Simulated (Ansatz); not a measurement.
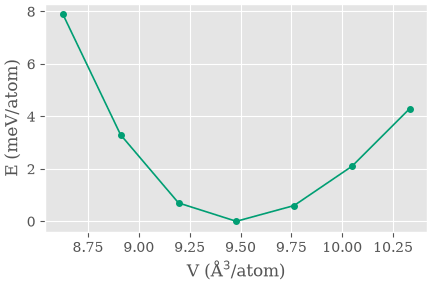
*BC₃ in space group Cmcm (No. 63; Pearson symbol oS32) under volume change, the program Ansatz at the PBE+D3(BJ) level (PAW), shape and atoms relaxed at each volume.*

Task: What does a third-order Birch–Murnaghan fit give for V₀, B₀ and B′?

Result: V₀ = 9.48 Å³/atom, B₀ = 23.9 GPa, B′ = 8.8.

The start of the workflow was typed in or built on a structure type; neither database checked (COD, Materials Project) lists it. Its standing as an ambient phase is unchecked. Symmetry was held in the PBE+D3(BJ) relaxation; its stability against distortions is not shown here. Its formation energy is positive at this level, so the cell may be metastable or incomplete.

Potentials: the earlier of the program's two PAW sets.
